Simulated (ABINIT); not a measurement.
# Beyond one shot: GaP (F-43m)

How far does self-consistency move the gap of GaP (F-43m)?

Program: ABINIT 10.8.3. Level of theory: PBE and many-body steps on it, plane waves. Results are calculated unless marked as measured.

**What was measured.**

- Gap 2.25 ± 0.04 eV: optical gap from Tauc plot (fundamental, indirect); spectroscopic ellipsometry, Tauc-Lorentz fit and Tauc plot; 300 K; film (GaP layer on Si reference sample) on Si (“Assessment of GaPSb/Si tandem material association properties for photoelectrochemical cells”, 2020, arxiv:2002.02774).

**1. Starting point**

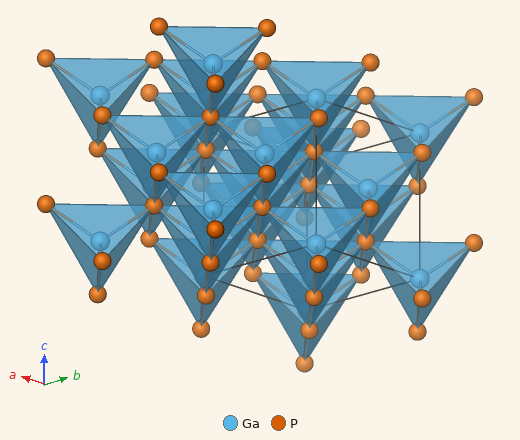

The cell as given, from a free direction (gallium blue, phosphorus orange). 2×1×1 cells are drawn. This picture shows the conventional cell, with its axes. Some periodic images of atoms are drawn too.

The cell and positions come from the Crystallography Open Database and are kept as given unless a step says otherwise.

**2. Empty states on the mesh, 4×4×4 mesh, 320 bands**

This step: ABINIT 10.8.3; DFT, PBE, plane waves, norm-conserving pseudopotentials.

The sums over transitions need many empty states on a uniform mesh; this step solves for them.

run.abi reads:

```
acell 3*1.0 Angstrom
rprim 
  0.000000000000 2.725250000000 2.725250000000
  2.725250000000 0.000000000000 2.725250000000
  2.725250000000 2.725250000000 0.000000000000
ntypat 2
znucl 31 15
natom 2
typat 1 2
xred 
  0.000000000000 0.000000000000 0.000000000000
  0.250000000000 0.250000000000 0.250000000000
pp_dirpath "pseudos"
pseudos "Ga.upf, P.upf"
ecut 45
ngkpt 4 4 4
nshiftk 1
shiftk 0 0 0
kptopt 1
chksymbreak 0
irdden 1
istwfk *1
nband 320
prtvol 0
optdriver 6
gwr_task "HDIAGO"
paral_kgb 0
occopt 1
indata_prefix "in"
outdata_prefix "out"
tmpdata_prefix "tmp"
```

Started as:

```bash
OMP_NUM_THREADS=1 mpirun -n 8 abinit run.abi > log
```

What it wrote:

```text
.Version 10.8.3 of ABINIT. v10.8.2 released Aug 2026.

 Symmetries : space group F-4 3 m (#216); Bravais cF (face-center cubic)
[... echo of the input left out ...]
== DATASET  1 ==================================================================
-   mpi_nproc: 8, omp_nthreads: 1 (-1 if OMP is not activated)

--- !DatasetInfo
iteration_state: {dtset: 1, }
dimensions: {natom: 2, nkpt: 8, mband: 320, nsppol: 1, nspinor: 1, nspden: 1, mpw: 3972, }
cutoff_energies: {ecut:  45.0, pawecutdg:  -1.0, }
[...]
Indirect band gap semiconductor
 Fundamental gap:     1.652 (eV)
   VBM:     5.227 (eV) at k: [ 0.0000E+00,  0.0000E+00,  0.0000E+00]
   CBM:     6.880 (eV) at k: [ 5.0000E-01,  5.0000E-01,  0.0000E+00]
 Direct gap:         1.809 (eV) at k: [ 0.0000E+00,  0.0000E+00,  0.0000E+00]

== END DATASET(S) ==============================================================
================================================================================

 -outvars: echo values of variables after computation  --------
           etotal      0.0000000000E+00
            nband         320
             nkpt           8
          spgroup         216
 [... the other variables as echoed above ...]

 Calculation completed.
```

It took 56 s on 8 MPI ranks of Arm Neoverse V1, shared host; peak memory 7.1 GiB; 7.4 min of CPU time.

Numbers from this step:

| Quantity | Value |
| --- | --- |
| gap | 1.652 eV |
| k of the valence top | 0, 0, 0 |
| k of the conduction bottom | 0.5, 0.5, 0 |
| least direct gap | 1.809 eV |
| k points computed | 8 |
| lowest point of the top converged band, above the valence top | 205.1126 eV |

On this mesh the gap is 1.652 eV.

The density comes from a self-consistent run that is not shown.

**3. Screening, 4×4×4 mesh, 312 bands, screening to 359.2 eV**

The RPA dielectric matrix is built and inverted for each q.

This step: RPA screening on PBE, plane waves, norm-conserving pseudopotentials.

Edit run.abi of step 2 so:

```diff
@@ -20,10 +20,11 @@
 chksymbreak 0
-irdden 1
 istwfk *1
-nband 320
-prtvol 0
-optdriver 6
-gwr_task "HDIAGO"
-paral_kgb 0
 occopt 1
+irdwfk 1
+optdriver 3
+nband 312
+ecuteps 13.2
+inclvkb 2
+awtr 1
+symchi 1
 indata_prefix "in"
```

What it wrote:

```text
.Version 10.8.3 of ABINIT. v10.8.2 released Aug 2026.

 Symmetries : space group F-4 3 m (#216); Bravais cF (face-center cubic)
[... echo of the input left out ...]
== DATASET  1 ==================================================================
-   mpi_nproc: 8, omp_nthreads: 1 (-1 if OMP is not activated)

--- !DatasetInfo
iteration_state: {dtset: 1, }
dimensions: {natom: 2, nkpt: 8, mband: 312, nsppol: 1, nspinor: 1, nspden: 1, mpw: 3972, }
cutoff_energies: {ecut:  45.0, pawecutdg:  -1.0, }
electrons: {nelect:   2.60000000E+01, charge:   0.00000000E+00, occopt:   1.00000000E+00, tsmear:   1.00000000E-02, }

 SCREENING: Calculation of the susceptibility and dielectric matrices

 Based on a program developped by R.W. Godby, V. Olevano, G. Onida, and L. Reining.
 Incorporated in ABINIT by V. Olevano, G.-M. Rignanese, and M. Torrent.
.Using double precision arithmetic ; gwpc =  8

[... cell and pseudopotentials left out ...]
--------------------------------------------------------------------------------

 ==== K-mesh for the wavefunctions ====
 Number of points in the irreducible wedge :     8
[... list of points left out ...]
 Together with 24 symmetry operations and time-reversal symmetry
 yields    64 points in the full Brillouin Zone.

 ==== Q-mesh for the screening function ====
 Number of points in the irreducible wedge :     8
[... list of points left out ...]
 Together with 24 symmetry operations and time-reversal symmetry
 yields    64 points in the full Brillouin Zone.

 setmesh: FFT mesh size selected  =    36x   36x   36
          total number of points  =        46656

 vcoul_init : cutoff-mode = AUXILIARY_FUNCTION
 q-points for optical limit:   1
     1)      0.000010    0.000020    0.000030

- screening: taking advantage of time-reversal symmetry
- Maximum band index for partially occupied states nbvw = 13
- Remaining bands to be divided among processors   nbcw = 299
- Number of bands treated by each node ~37

 Number of electrons calculated from density =   26.0000; Expected =   26.0000
 average of density, n =  0.095176
 r_s =    1.3587
 omega_plasma =   29.7591 [eV]

 calculating chi0 at frequencies [eV] :
  1    0.000000E+00    0.000000E+00
  2    0.000000E+00    2.975908E+01

--------------------------------------------------------------------------------
  q-point number  1        q = ( 0.000000, 0.000000, 0.000000) [r.l.u.]
--------------------------------------------------------------------------------
[... chi0 elements left out ...]
 For q-point:  0.000010 0.000020 0.000030
  dielectric constant =  18.1579
  dielectric constant without local fields =  19.7263

  Average fulfillment of the sum rule on Im[epsilon] for q-point    1 :     71.62  [%]
[... wings left out ...]
  q-point number  2        q = ( 0.250000, 0.000000, 0.000000) [r.l.u.]
--------------------------------------------------------------------------------
[... chi0 elements left out ...]
  Average fulfillment of the sum rule on Im[epsilon] for q-point    2 :     77.55  [%]

 [... 6 further q-points ...]
```

Elapsed: 3.3 min, on 8 MPI ranks; peak memory 3.4 GiB.

This step gave:

```
ε∞ with local fields, on this mesh, along the program's q direction : 18.16
the same without local fields                                       : 19.73
plasma frequency                                                    : 29.76 eV
plane waves in the screening matrix                                 : 609
```

Local fields lower ε∞ by 8 %. On a Γ-centred mesh this coarse the value itself is usually too large, while a short band sum pulls it down.

**4. G0W0**

The self-energy is evaluated for the states that the input lists, and the levels follow from it, in one-shot runs by the linearised quasiparticle equation.

This step: G0W0 on PBE, plane waves, norm-conserving pseudopotentials.

Edit run.abi of step 3 so:

```diff
@@ -23,8 +23,19 @@
 irdwfk 1
-optdriver 3
+optdriver 4
 nband 312
+gwcalctyp 0
+ecutsigx 45
+symsigma 1
+nkptgw 3
+kptgw 
+  0.0000000000 0.0000000000 0.0000000000
+  0.5000000000 0.5000000000 0.0000000000
+  0.5000000000 0.0000000000 0.0000000000
+bdgw 
+  11 17
+  12 15
+  12 16
 ecuteps 13.2
-inclvkb 2
-awtr 1
-symchi 1
+irdscr 1
+ppmodel 1
 indata_prefix "in"
```

What it wrote:

```text
.Version 10.8.3 of ABINIT. v10.8.2 released Aug 2026.

 Symmetries : space group F-4 3 m (#216); Bravais cF (face-center cubic)
[... echo of the input left out ...]
== DATASET  1 ==================================================================
-   mpi_nproc: 8, omp_nthreads: 1 (-1 if OMP is not activated)

--- !DatasetInfo
iteration_state: {dtset: 1, }
dimensions: {natom: 2, nkpt: 8, mband: 312, nsppol: 1, nspinor: 1, nspden: 1, mpw: 3972, }
cutoff_energies: {ecut:  45.0, pawecutdg:  -1.0, }
electrons: {nelect:   2.60000000E+01, charge:   0.00000000E+00, occopt:   1.00000000E+00, tsmear:   1.00000000E-02, }

 SIGMA: Calculation of the GW corrections

 Based on a program developped by R.W. Godby, V. Olevano, G. Onida, and L. Reining.
 Incorporated in ABINIT by V. Olevano, G.-M. Rignanese, and M. Torrent.
.Using double precision arithmetic ; gwpc =  8

[... cell and pseudopotentials left out ...]
--------------------------------------------------------------------------------

 ==== K-mesh for the wavefunctions ====
 Number of points in the irreducible wedge :     8
[... list of points left out ...]
 Together with 24 symmetry operations and time-reversal symmetry
 yields    64 points in the full Brillouin Zone.

 ==== Q-mesh for screening function ====
 Number of points in the irreducible wedge :     8
[... list of points left out ...]
 Together with 24 symmetry operations and time-reversal symmetry
 yields    64 points in the full Brillouin Zone.

 vcoul_init : cutoff-mode = AUXILIARY_FUNCTION
 q-points for optical limit:   1
     1)      0.000010    0.000020    0.000030
 setmesh: FFT mesh size selected  =    45x   45x   45
          total number of points  =        91125

 Number of electrons calculated from density =   26.0000; Expected =   26.0000
 average of density, n =  0.095176
 r_s =    1.3587
 omega_plasma =   29.7591 [eV]

 === KS Band Gaps ===
  >>>> For spin  1
   Minimum direct gap =   1.8094 [eV], located at k-point      :   0.0000  0.0000  0.0000
   Fundamental gap    =   1.6525 [eV], Top of valence bands at :   0.0000  0.0000  0.0000
                                       Bottom of conduction at :   0.5000  0.5000  0.0000
 SIGMA fundamental parameters:
 PLASMON POLE MODEL  1
 number of plane-waves for SigmaX                 3839
 number of plane-waves for SigmaC and W            609
 number of plane-waves for wavefunctions          3839
 number of bands                                   312
 number of independent spin polarizations            1
 number of spinorial components                      1
 number of k-points in IBZ                           8
 number of q-points in IBZ                           8
 number of symmetry operations                      24
 number of k-points in BZ                           64
 number of q-points in BZ                           64
 number of frequencies for dSigma/dE                 9
 frequency step for dSigma/dE [eV]                0.25
 number of omega for Sigma on real axis              0
 max omega for Sigma on real axis  [eV]           0.00
 zcut for avoiding poles [eV]                     0.10

 EPSILON^-1 parameters (SCR file):
 dimension of the eps^-1 matrix on file            609
 dimension of the eps^-1 matrix used               609
 number of plane-waves for wavefunctions          3839
 number of bands                                   312
 number of q-points in IBZ                           8
 number of frequencies                               2
 number of real frequencies                          1
 number of imag frequencies                          1

 matrix elements of self-energy operator (all in [eV])

 Perturbative Calculation

--- !SelfEnergy_ee
iteration_state: {dtset: 1, }
kpoint     : [   0.000,    0.000,    0.000, ]
spin       : 1
KS_gap     :    1.809
QP_gap     :    2.635
Delta_QP_KS:    0.826
data: !SigmaeeData |
     Band     E0 <VxcDFT>   SigX SigC(E0)      Z dSigC/dE  Sig(E)    E-E0       E
       11   5.227 -13.290 -15.271   0.950   0.783  -0.277 -14.098  -0.808   4.420
       12   5.227 -13.290 -15.271   0.950   0.783  -0.277 -14.098  -0.808   4.420
       13   5.227 -13.290 -15.271   0.950   0.783  -0.277 -14.098  -0.808   4.420
       14   7.037 -12.704  -8.093  -4.588   0.790  -0.266 -12.686   0.018   7.055
       15   9.112 -11.361  -6.717  -4.499   0.796  -0.256 -11.246   0.115   9.227
       16   9.112 -11.361  -6.717  -4.499   0.796  -0.256 -11.246   0.115   9.227
[...]
--- !SelfEnergy_ee
iteration_state: {dtset: 1, }
kpoint     : [   0.500,    0.500,    0.000, ]
spin       : 1
KS_gap     :    4.338
QP_gap     :    5.068
Delta_QP_KS:    0.731
data: !SigmaeeData |
     Band     E0 <VxcDFT>   SigX SigC(E0)      Z dSigC/dE  Sig(E)    E-E0       E
[...]
--- !SelfEnergy_ee
iteration_state: {dtset: 1, }
kpoint     : [   0.500,    0.000,    0.000, ]
spin       : 1
KS_gap     :    2.783
QP_gap     :    3.624
Delta_QP_KS:    0.841
data: !SigmaeeData |
     Band     E0 <VxcDFT>   SigX SigC(E0)      Z dSigC/dE  Sig(E)    E-E0       E
[...]
14   6.891 -11.926  -7.677  -4.242   0.797  -0.255 -11.921   0.005   6.896
       15   9.943 -11.019  -6.195  -4.714   0.795  -0.258 -10.932   0.088  10.030
       16   9.943 -11.019  -6.195  -4.714   0.795  -0.258 -10.932   0.088  10.030

== END DATASET(S) ==============================================================
================================================================================

 -outvars: echo values of variables after computation  --------
           etotal      0.0000000000E+00
            nband         312
             nkpt           8
          spgroup         216
 [... the other variables as echoed above ...]

 Calculation completed.
```

The job ended after 2 min (8 MPI ranks; peak memory 4.2 GiB; 16 min of CPU time).

This step gave:

* G0W0 gap on the points computed: 2.304 eV
* starting gap on the mesh: 1.652 eV
* k of the valence top: 0, 0, 0
* k of the conduction bottom: 0.5, 0.5, 0
* Z at the valence top: 0.783
* Z at the conduction bottom: 0.809
* least direct G0W0 gap on the computed points: 2.635 eV

The gap on the mesh goes from 1.65 eV to 2.30 eV, a correction of +0.65 eV.

**5. evGW0, cycle 1**

This step: evGW0 on PBE, plane waves, norm-conserving pseudopotentials.

Edit run.abi of step 4 so:

```diff
@@ -25,14 +25,24 @@
 nband 312
-gwcalctyp 0
+gwcalctyp 10
 ecutsigx 45
 symsigma 1
-nkptgw 3
+nkptgw 8
 kptgw 
   0.0000000000 0.0000000000 0.0000000000
+  0.2500000000 0.0000000000 0.0000000000
+  0.5000000000 0.0000000000 0.0000000000
+  0.2500000000 0.2500000000 0.0000000000
+  0.5000000000 0.2500000000 0.0000000000
+  -0.2500000000 0.2500000000 0.0000000000
   0.5000000000 0.5000000000 0.0000000000
-  0.5000000000 0.0000000000 0.0000000000
+  -0.2500000000 0.5000000000 0.2500000000
 bdgw 
   11 17
-  12 15
-  12 16
+  11 17
+  11 17
+  11 17
+  11 17
+  11 17
+  11 17
+  11 17
 ecuteps 13.2
```

What it wrote:

```text
.Version 10.8.3 of ABINIT. v10.8.2 released Aug 2026.

 Symmetries : space group F-4 3 m (#216); Bravais cF (face-center cubic)
[... echo of the input left out ...]
== DATASET  1 ==================================================================
-   mpi_nproc: 8, omp_nthreads: 1 (-1 if OMP is not activated)

--- !DatasetInfo
iteration_state: {dtset: 1, }
dimensions: {natom: 2, nkpt: 8, mband: 312, nsppol: 1, nspinor: 1, nspden: 1, mpw: 3972, }
cutoff_energies: {ecut:  45.0, pawecutdg:  -1.0, }
electrons: {nelect:   2.60000000E+01, charge:   0.00000000E+00, occopt:   1.00000000E+00, tsmear:   1.00000000E-02, }

 SIGMA: Calculation of the GW corrections

 Based on a program developped by R.W. Godby, V. Olevano, G. Onida, and L. Reining.
 Incorporated in ABINIT by V. Olevano, G.-M. Rignanese, and M. Torrent.
.Using double precision arithmetic ; gwpc =  8

[... cell and pseudopotentials left out ...]
--------------------------------------------------------------------------------

 ==== K-mesh for the wavefunctions ====
 Number of points in the irreducible wedge :     8
[... list of points left out ...]
 Together with 24 symmetry operations and time-reversal symmetry
 yields    64 points in the full Brillouin Zone.

 ==== Q-mesh for screening function ====
 Number of points in the irreducible wedge :     8
[... list of points left out ...]
 Together with 24 symmetry operations and time-reversal symmetry
 yields    64 points in the full Brillouin Zone.

 vcoul_init : cutoff-mode = AUXILIARY_FUNCTION
 q-points for optical limit:   1
     1)      0.000010    0.000020    0.000030
 setmesh: FFT mesh size selected  =    45x   45x   45
          total number of points  =        91125

 Number of electrons calculated from density =   26.0000; Expected =   26.0000
[...]
spin       : 1
KS_gap     :    4.338
QP_gap     :    5.068
Delta_QP_KS:    0.731
data: !SigmaeeData |
     Band     E_DFT   <VxcDFT>   E(N-1)  <Hhartree>   SigX  SigC[E(N-1)]    Z     dSigC/dE  Sig[E(N)]  DeltaE  E(N)_pert E(N)_diago
[...]
--- !SelfEnergy_ee
iteration_state: {dtset: 1, }
kpoint     : [  -0.250,    0.500,    0.250, ]
spin       : 1
KS_gap     :    8.123
QP_gap     :    8.846
Delta_QP_KS:    0.722
data: !SigmaeeData |
     Band     E_DFT   <VxcDFT>   E(N-1)  <Hhartree>   SigX  SigC[E(N-1)]    Z     dSigC/dE  Sig[E(N)]  DeltaE  E(N)_pert E(N)_diago
[...]
16    11.326   -11.064    11.326    22.390    -5.716    -5.241     0.786    -0.272   -10.981     0.083    11.409    11.356
       17    11.375   -10.531    11.375    21.906    -5.676    -4.873     0.796    -0.257   -10.546    -0.015    11.360    11.432

 New Fermi energy :        1.999604E-01 Ha ,    5.441199E+00 eV

 === QP Band Gaps ===
  >>>> For spin  1
   Minimum direct gap =   2.8640 [eV], located at k-point      :   0.0000  0.0000  0.0000
   Fundamental gap    =   2.4908 [eV], Top of valence bands at :   0.0000  0.0000  0.0000
                                       Bottom of conduction at :   0.5000  0.5000  0.0000

 writing QP data on file : out_QPS

 Convergence of QP corrections
 >>>>> For spin  1 <<<<<
.  kptgw no:  1; Maximum DeltaE = ( -12.335   0.001) for band index:  2
.  kptgw no:  2; Maximum DeltaE = ( -10.981   0.000) for band index:  1
.  kptgw no:  3; Maximum DeltaE = (   0.115  -0.000) for band index:  1
[...]
.  kptgw no:  7; Maximum DeltaE = (   0.007   0.000) for band index:  2
.  kptgw no:  8; Maximum DeltaE = (   0.129   0.000) for band index:  2

== END DATASET(S) ==============================================================
================================================================================

 -outvars: echo values of variables after computation  --------
           etotal      0.0000000000E+00
            nband         312
             nkpt           8
          spgroup         216
 [... the other variables as echoed above ...]

 Calculation completed.
```

Run time: 13 min. Hardware: 8 MPI ranks; peak memory 4.7 GiB.

Numbers from this step:

| Quantity | Value |
| --- | --- |
| quasiparticle gap on the mesh | 2.491 eV |
| gap of the density functional on the mesh | 1.652 eV |
| k of the valence top | 0, 0, 0 |
| k of the conduction bottom | 0.5, 0.5, 0 |
| Z at the valence top | 0.783 |
| Z at the conduction bottom | 0.809 |
| least direct quasiparticle gap on the computed points | 2.864 eV |

Against G0W0 in ABINIT (4×4×4 mesh, 312 bands, screening to 359.2 eV, Godby-Needs plasmon pole), the gap moves by +0.187 eV. This first cycle still uses the starting levels; it takes the full correction, at all points of the mesh, and its linearised value is 2.304 eV.

**6. evGW0, cycle 2**

The corrected levels of the last cycle go back in.

Edit run.abi of step 5 so:

```diff
@@ -50,2 +50,3 @@
 ppmodel 1
+irdqps 1
 indata_prefix "in"
```

What it wrote:

```text
.Version 10.8.3 of ABINIT. v10.8.2 released Aug 2026.

 Symmetries : space group F-4 3 m (#216); Bravais cF (face-center cubic)
[... echo of the input left out ...]
== DATASET  1 ==================================================================
-   mpi_nproc: 8, omp_nthreads: 1 (-1 if OMP is not activated)

--- !DatasetInfo
iteration_state: {dtset: 1, }
dimensions: {natom: 2, nkpt: 8, mband: 312, nsppol: 1, nspinor: 1, nspden: 1, mpw: 3972, }
cutoff_energies: {ecut:  45.0, pawecutdg:  -1.0, }
[...]
.  kptgw no:  3; Maximum DeltaE = (  -0.044  -0.000) for band index:  1
[...]
.  kptgw no:  7; Maximum DeltaE = (  -0.018   0.000) for band index:  2
.  kptgw no:  8; Maximum DeltaE = (  -0.043   0.001) for band index:  2

== END DATASET(S) ==============================================================
================================================================================

 -outvars: echo values of variables after computation  --------
           etotal      0.0000000000E+00
            nband         312
             nkpt           8
          spgroup         216
 [... the other variables as echoed above ...]

 Calculation completed.
```

Wall time 13 min (8 MPI ranks); peak memory 4.7 GiB; 1.7 h of CPU time.

Numbers from this step:

```yaml
quasiparticle_gap_on_the_mesh: 2.389 eV
gap_of_the_density_functional_on_the_mesh: 1.652 eV
k_of_the_valence_top: 0, 0, 0
k_of_the_conduction_bottom: 0.5, 0.5, 0
least_direct_quasiparticle_gap_on_the_computed_points: 2.724 eV
```

Against the cycle before, the gap moves by −0.102 eV.

[end of part 1 of 3]

[Paths, hosts, dates, memory and timing lines, banners, echoed tables and standing remarks are left out of the program output.]

[Logs are printed without paths, hosts, clocks, repeated set-up lines and the standing remarks that a program may print on its own settings, such as how far it seeks lower states.]

[Runs of the session that timed out or met a known fault of the program may be left out.]

[Hosts, paths, dates, database ids (printed as entryN), source tags and the programs' standing remarks are cut or masked in the printed files.]

[G0W0 gaps are taken among the corrected bands and points alone; a level outside them can change the order at an edge.]

[Where Ansatz stands beside ABINIT at settings called matched, ABINIT's density can come from a denser mesh and the files from another edition; pairs whose starting gaps differed by over 0.03 eV were left out, so agreement reads better than it is.]
